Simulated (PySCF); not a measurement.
Vertical excitations of a molecule C₄H₉FSi from TDA-PBE0/def2-SVPD (PySCF), as energy in eV (oscillator strength): 6.49 (0.015), 6.99 (0.616), 7.15 (0.047), 7.20 (0.019), 7.41 (0.013), 7.56 (0.033), 7.85 (0.024), 7.92 (0.006), 8.12 (0.005), 8.25 (0.017). Lowest triplet (TDA): 4.11 eV. The structure is a stationary point at PBE0-D3(BJ)/def2-SVP. One conformer was computed; it need not be the lowest.

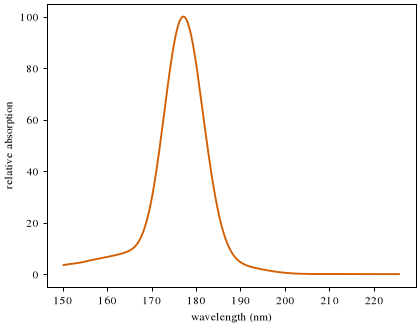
Fig. 1. The lines broadened by 0.4 eV.

Q: Pick the molecule that these values belong to.
A. C/C(F)=C\C[SiH3]
B. C/C=C/[SiH2]CF
C. CC/C=C(\F)[SiH3]
D. C/C=C(\F)[SiH2]C

A: C, CC/C=C(\F)[SiH3]
